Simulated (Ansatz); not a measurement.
## Nudged elastic band, with input and output: C₂H₉BOSn

- system: C₂H₉BOSn, SMILES [BH2][SnH]([CH3])[O]C
- method: RKS PBE0-D4/def2-SVP (Ansatz 0.2.0)

One setting was made poor on purpose. It belongs to a series of runs on one base structure; here: an input spoilt on purpose.

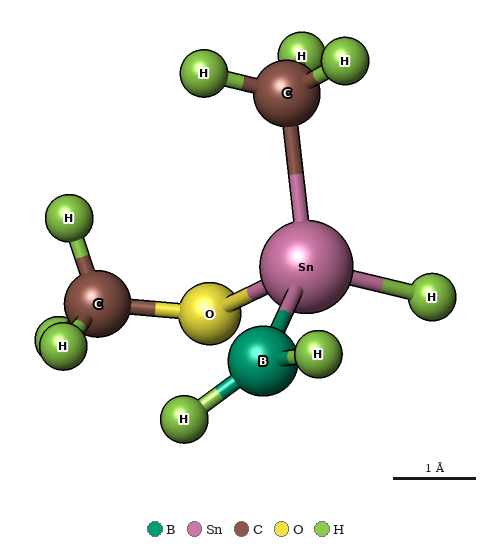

Fig. 1: The input geometry (ball-and-stick view, seen at a tilt). Sticks mark near contacts. Bond lengths as drawn: B–H 1.21 Å, B–Sn 2.25 Å, C–H 1.10 to 1.11 Å, C–O 1.39 Å, C–Sn 2.16 Å, H–Sn 1.72 Å and O–Sn 2.01 Å.

Input file:
```yaml
crystal:
  periodic: [false, false, false]
  atoms:
    - { symbol: B, position_ang: [-1.182997, 1.87847, 0.82017] }
    - { symbol: Sn, position_ang: [-0.291481, -0.183933, 0.974296] }
    - { symbol: C, position_ang: [1.863616, -0.225623, 0.914617] }
    - { symbol: O, position_ang: [-0.92223, -1.300235, -0.569212] }
    - { symbol: C, position_ang: [-0.666586, -0.897533, -1.873771] }
    - { symbol: H, position_ang: [-1.803051, 2.217604, -0.158756] }
    - { symbol: H, position_ang: [-1.04931, 2.676314, 1.717989] }
    - { symbol: H, position_ang: [-0.869586, -1.101926, 2.303493] }
    - { symbol: H, position_ang: [2.236147, 0.288131, 0.017577] }
    - { symbol: H, position_ang: [2.196997, -1.272584, 0.894203] }
    - { symbol: H, position_ang: [2.275919, 0.267438, 1.806718] }
    - { symbol: H, position_ang: [-1.04767, 0.120004, -2.109449] }
    - { symbol: H, position_ang: [0.413415, -0.90341, -2.135638] }
    - { symbol: H, position_ang: [-1.166081, -1.591816, -2.573537] }
basis:
  gaussian: { orbitals: def2-SVP }
hamiltonian:
  xc: pbe0
  dispersion: d4
neb:
  order_check: false
  images: 7
  f_tol: 0.03
  max_iterations: 8
  final_atoms:
    - { symbol: B, position_ang: [-1.22197365, 2.13357961, 1.26124431] }
    - { symbol: Sn, position_ang: [-0.35462971, 0.14525256, 0.69256371] }
    - { symbol: C, position_ang: [1.79824786, 0.03549291, 0.73529001] }
    - { symbol: O, position_ang: [-0.8972894, -0.15706253, -1.21364124] }
    - { symbol: C, position_ang: [-0.55494116, -1.33833982, -1.86253332] }
    - { symbol: H, position_ang: [-1.84431285, 2.78107386, 0.45686911] }
    - { symbol: H, position_ang: [-1.06753143, 2.5770145, 2.373727] }
    - { symbol: H, position_ang: [-1.00033467, -1.19179151, 1.57684194] }
    - { symbol: H, position_ang: [2.22601324, 0.81770479, 0.0929993] }
    - { symbol: H, position_ang: [2.1261476, -0.94793358, 0.3702062] }
    - { symbol: H, position_ang: [2.16211738, 0.17350179, 1.76356789] }
    - { symbol: H, position_ang: [0.54173552, -1.48908388, -1.95958954] }
    - { symbol: H, position_ang: [-0.96203281, -2.24741714, -1.37001128] }
    - { symbol: H, position_ang: [-0.96411393, -1.32109054, -2.88883408] }
  initial_path:
    images:
      - { positions_ang: [[-1.182997, 1.87847, 0.82017], [-0.291481, -0.183933, 0.974296], [1.863616, -0.225623, 0.914617], [-0.92223, -1.300235, -0.569212], [-0.666586, -0.897533, -1.873771], [-1.803051, 2.217604, -0.158756], [-1.04931, 2.676314, 1.717989], [-0.869586, -1.101926, 2.303493], [2.236147, 0.288131, 0.017577], [2.196997, -1.272584, 0.894203], [2.275919, 0.267438, 1.806718], [-1.04767, 0.120004, -2.109449], [0.413415, -0.90341, -2.135638], [-1.166081, -1.591816, -2.573537]] }
      - { positions_ang: [[-1.18993243, 1.89299503, 0.90491653], [-0.35858523, -0.15876956, 0.9207581], [1.78434801, -0.18776937, 0.82814545], [-1.0207418, -1.16574526, -0.65694199], [-0.58078246, -0.95774462, -1.85553654], [-1.95489058, 2.21695263, 0.20643459], [-0.89990009, 2.72475077, 1.59464583], [-0.89622024, -1.10017646, 2.25088447], [2.15009066, 0.37853799, -0.02731728], [2.13065877, -1.22944497, 0.75227397], [2.21286587, 0.25392005, 1.7473406], [-0.68918225, 0.01720173, -2.07510232], [0.36500622, -1.16256055, -1.94532925], [-1.06563247, -1.55124642, -2.61647216]] }
      - { positions_ang: [[-1.19686786, 1.90752006, 0.98966306], [-0.42568945, -0.13360611, 0.86722021], [1.70508002, -0.14991575, 0.74167391], [-1.1192536, -1.03125551, -0.74467198], [-0.49497892, -1.01795624, -1.83730209], [-2.10673015, 2.21630126, 0.57162518], [-0.75049017, 2.77318755, 1.47130266], [-0.92285448, -1.09842692, 2.19827593], [2.06403433, 0.46894499, -0.07221155], [2.06432055, -1.18630595, 0.61034494], [2.14981274, 0.24040211, 1.6879632], [-0.3306945, -0.08560054, -2.04075565], [0.31659744, -1.4217111, -1.75502049], [-0.96518393, -1.51067683, -2.65940733]] }
      - { positions_ang: [[-1.20380329, 1.92204509, 1.07440959], [-0.49279368, -0.10844267, 0.81368231], [1.62581202, -0.11206212, 0.65520236], [-1.2177654, -0.89676577, -0.83240197], [-0.40917538, -1.07816786, -1.81906763], [-2.25856973, 2.21564989, 0.93681577], [-0.60108026, 2.82162432, 1.34795949], [-0.94948872, -1.09667739, 2.1456674], [1.97797799, 0.55935198, -0.11710583], [1.99798232, -1.14316692, 0.46841591], [2.08675961, 0.22688416, 1.6285858], [0.02779325, -0.18840281, -2.00640897], [0.26818867, -1.68086165, -1.56471174], [-0.8647354, -1.47010725, -2.70234249]] }
      - { positions_ang: [[-1.21073872, 1.93657012, 1.15915612], [-0.5598979, -0.08327922, 0.76014442], [1.54654403, -0.0742085, 0.56873081], [-1.3162772, -0.76227602, -0.92013196], [-0.32337185, -1.13837948, -1.80083318], [-2.41040931, 2.21499852, 1.30200636], [-0.45167034, 2.87006109, 1.22461632], [-0.97612296, -1.09492785, 2.09305887], [1.89192165, 0.64975897, -0.16200011], [1.9316441, -1.1000279, 0.32648688], [2.02370648, 0.21336621, 1.5692084], [0.386281, -0.29120509, -1.97206229], [0.21977989, -1.9400122, -1.37440299], [-0.76428687, -1.42953767, -2.74527766]] }
      - { positions_ang: [[-1.21354745, 1.98582249, 1.18467817], [-0.50858085, -0.02614628, 0.74324924], [1.60946999, -0.04678315, 0.61037061], [-1.21153025, -0.61097265, -0.99350928], [-0.38126418, -1.18836956, -1.81625821], [-2.26888519, 2.35651735, 1.09072205], [-0.60563562, 2.79679944, 1.51189399], [-0.98217588, -1.11914376, 1.96400464], [1.97544455, 0.69174543, -0.09825026], [1.98026997, -1.06200432, 0.33741671], [2.0583092, 0.20340011, 1.61779827], [0.42514463, -0.59067478, -1.9689441], [-0.07567329, -2.01686344, -1.37330506], [-0.81424363, -1.40242588, -2.78116677]] }
      - { positions_ang: [[-1.21635619, 2.03507486, 1.21020021], [-0.45726381, 0.03098667, 0.72635406], [1.67239595, -0.0193578, 0.65201041], [-1.1067833, -0.45966927, -1.0668866], [-0.43915651, -1.23835965, -1.83168325], [-2.12736108, 2.49803619, 0.87943774], [-0.75960089, 2.7235378, 1.79917166], [-0.98822881, -1.14335968, 1.8349504], [2.05896745, 0.73373188, -0.0345004], [2.02889585, -1.02398074, 0.34834654], [2.09291193, 0.193434, 1.66638815], [0.46400826, -0.89014448, -1.96582592], [-0.37112646, -2.09371467, -1.37220713], [-0.8642004, -1.3753141, -2.81705587]] }
      - { positions_ang: [[-1.21916492, 2.08432724, 1.23572226], [-0.40594676, 0.08811961, 0.70945889], [1.7353219, 0.00806755, 0.69365021], [-1.00203635, -0.3083659, -1.14026392], [-0.49704883, -1.28834974, -1.84710828], [-1.98583696, 2.63955502, 0.66815343], [-0.91356616, 2.65027615, 2.08644933], [-0.99428174, -1.16757559, 1.70589617], [2.14249035, 0.77571833, 0.02924945], [2.07752172, -0.98595716, 0.35927637], [2.12751466, 0.18346789, 1.71497802], [0.50287189, -1.18961418, -1.96270773], [-0.66657963, -2.17056591, -1.37110921], [-0.91415716, -1.34820232, -2.85294498]] }
      - { positions_ang: [[-1.22197365, 2.13357961, 1.26124431], [-0.35462971, 0.14525256, 0.69256371], [1.79824786, 0.03549291, 0.73529001], [-0.8972894, -0.15706253, -1.21364124], [-0.55494116, -1.33833982, -1.86253332], [-1.84431285, 2.78107386, 0.45686911], [-1.06753143, 2.5770145, 2.373727], [-1.00033467, -1.19179151, 1.57684194], [2.22601324, 0.81770479, 0.0929993], [2.1261476, -0.94793358, 0.3702062], [2.16211738, 0.17350179, 1.76356789], [0.54173552, -1.48908388, -1.95958954], [-0.96203281, -2.24741714, -1.37001128], [-0.96411393, -1.32109054, -2.88883408]] }
  n_images: 5
```

Launched with:
```bash
ansatz run input.yaml --threads 2 --pin off --max-ram 3072MiB --backend cpu --events-out ev --progress --plain --runs-dir out
```

Log:
```
Error: YAML parse error: error: line 54 column 3: unknown field `n_images`, expected one of images, spring, climbing, order_check, relax_end_points, f_tol, exx_force_gate, max_iterations, max_displacement, density_extrapolation, optimiser, initial_path, freeze_fraction, magnetization_jump, magnetization_bend, levels_near_fermi, parallel_images, constraints, final_atoms
  --> <input>:54:3
   |
52 |       - { positions_ang: [[-1.21916492, 2.08432724, 1.23572226], [-…
53 |       - { positions_ang: [[-1.22197365, 2.13357961, 1.26124431], [-…
54 |   n_images: 5
   |   ^ unknown field `n_images`, expected one of images, spring, climbing, order_check, relax_end_points, f_tol, exx_force_gate, max_iterations, max_displacement, density_extrapolation, optimiser, initial_path, freeze_fraction, magnetization_jump, magnetization_bend, levels_near_fermi, parallel_images, constraints, final_atoms
```

What the run reported:

| quantity | value |
| --- | --- |
| outcome | refused by the program |
| hardware | 2 threads of Arm Neoverse V2, 24 GiB of memory available, shared host |

Diagnosis:

The program refused the input: “YAML parse error: error: line 54 column 3: unknown field `n_images`, expected one of images, spring, climbing, order_check, relax_end_points, f_tol, exx_force_gate, max_iterations, max_displacement, density_extrapolation, optimiser, initial_path, freeze_fraction, magnetization_jump, magnetization_bend, …” A deliberately poor setting: bad input.
